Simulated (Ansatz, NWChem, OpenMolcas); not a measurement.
How basis sets differ on SiHF3 (SMILES F[SiH](F)F)

SiHF3: 5 atoms, total charge 0, spin state singlet. SMILES: `F[SiH](F)F`. The shape is that of a PBE0-D4/def2-TZVP optimisation.

Each level gives the electronic atomisation energy (eV). The values are calculated. Electronic energies at fixed atoms, without zero-point motion or spin-orbit coupling.

| level | kind | program | value (eV) | CPU time (all runs) |
| --- | --- | --- | --- | --- |
| B3LYP/pcseg-0 | global hybrid | NWChem | 18.58 | 7.4 s |
| B3LYP/pcseg-2 | global hybrid | NWChem | 21.63 | 60 s |
| B3LYP/6-31G* (spherical functions) | global hybrid | Ansatz | 21.27 | 10 s |
| B3LYP/pcseg-1 | global hybrid | NWChem | 20.56 | 13 s |
| B3LYP/6-31G* (Cartesian functions) | global hybrid | OpenMolcas | 21.31 | 23 s |
| B3LYP/def2-SVPD | global hybrid | OpenMolcas | 20.82 | 44 s |

The values span 18.58 to 21.63 eV. Without the sets that lack polarisation functions the rows with a basis span only 20.56 to 21.63 eV. CPU times are rough (shared hosts, several kinds of processor): they show what a rung costs within a factor of a few.

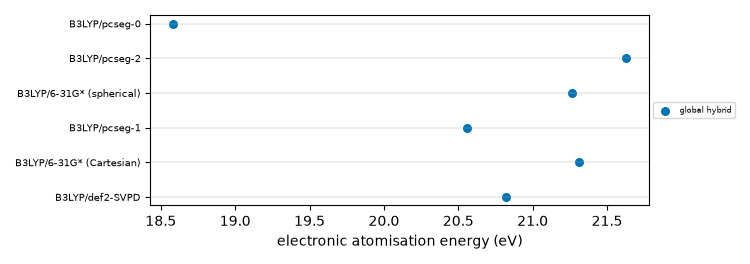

The values of the table, level by level.
